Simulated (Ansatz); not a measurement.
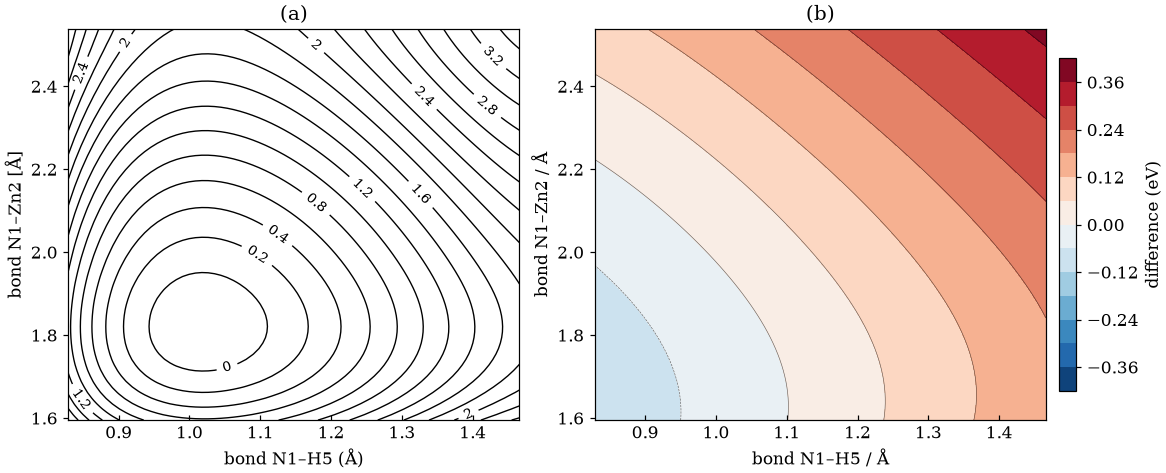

ClH2NZn, SMILES [NH2][Zn][Cl]. Two internal coordinates are moved rigidly from the geometry relaxed at PBE0-D4/def2-TZVP, all others fixed. The first coordinate is: bond N1–H5; the second: bond N1–Zn2. The scan uses a 5 × 5 grid. Points are written as (first, second). Energies: eV, counted from each map's own lowest point. Theory: RKS PBE-D4/def2-TZVPP (Ansatz 0.2.0).

Panel (a): Ansatz 0.2.0, RKS PBE-D4/def2-TZVPP. Panel (b): the map at RKS PBE0-D4/def2-TZVPP in Ansatz less the map of (a), each from its own lowest point.

**How does the change of method alter the landscape?**

The difference runs from −0.10 eV at (0.829 Å, 1.595 Å) to 0.38 eV at (1.466 Å, 2.538 Å). The interpolated minimum moves from 1.0174 to 1.0093 Å in bond N1–H5 and 1.8218 to 1.8159 Å in bond N1–Zn2.
